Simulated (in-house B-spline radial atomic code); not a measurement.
**Run report: Rh⁴⁺, RPA and GW calculation**

Rh⁴⁺, configuration [Kr] 4d5. Computed at this level: RPA, second-order and SOSEX correlation energies and G0W0 (contour deformation) on a non-relativistic mean field, all electrons, B-spline basis (in-house B-spline radial atomic code).

**Input file**
```
Z = 45
electrons = 41.0
configuration = [Kr] 4d5
hamiltonian = nr
method = oep
lmax = 9
spin_polarised = True
box_radius = 11.96
intervals = 73
```

Launched within a batch (the task file carries these settings):
```bash
python <driver script> task.json out
```

The program writes its results to a structured record and prints no log; tables and figures of this report are taken from that record.

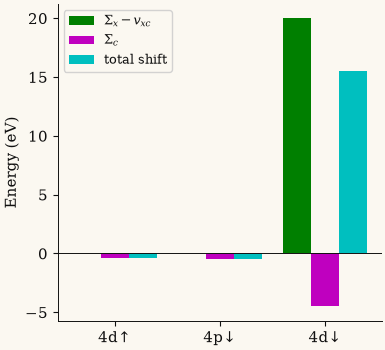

Fig. 1: Parts of the G₀W₀ correction to each level for Rh⁴⁺ ([Kr] 4d⁵). All-electron spherical atom, non-relativistic, exchange-only OEP start, no spin-orbit coupling, Breit or QED terms; computed with a B-spline radial code. The quasi-particle equation is solved at full frequency; levels of low quasi-particle weight Z are left out. Σ columns are in eV, and Σc holds an estimate for the angular momenta beyond the basis. G₀W₀ moves the highest occupied level, 4d↑, from −65.26 to −65.65 eV (renormalisation factor Z = 0.96). The empty level 4d↓ goes from −61.63 to −46.15 eV.

```csv
Level,Mean field (eV),Σx − vxc (eV),Σc (eV),Z,G₀W₀ (eV)
4d↑,−65.26,0.00,−0.39,0.96,−65.65
4p↓,−107.38,0.00,−0.45,0.94,−107.83
4d↓,−61.63,19.99,−4.50,0.92,−46.15
```

**Results in brief**

- outcome: converged
- mean-field total energy: −4682.36605 hartree
- total energy with exact exchange alone: −4682.36605 hartree
- exact exchange energy: −132.68320 hartree
- RPA correlation, extrapolated in the angular momentum of the empty orbitals: −3.07051 hartree
- RPA correlation, as summed: −3.02482 hartree
- direct second-order term: −3.45436 hartree
- second-order exchange term: 0.99480 hartree
- SOSEX term: 0.93046 hartree
- hardware: 1 thread of Intel Xeon (Granite Rapids), 128 GiB of memory available, shared host
- wall time: 4.4 s

**Notes**

Relativity is left out, which matters for an atom this heavy. To bear in mind: relativity is absent.
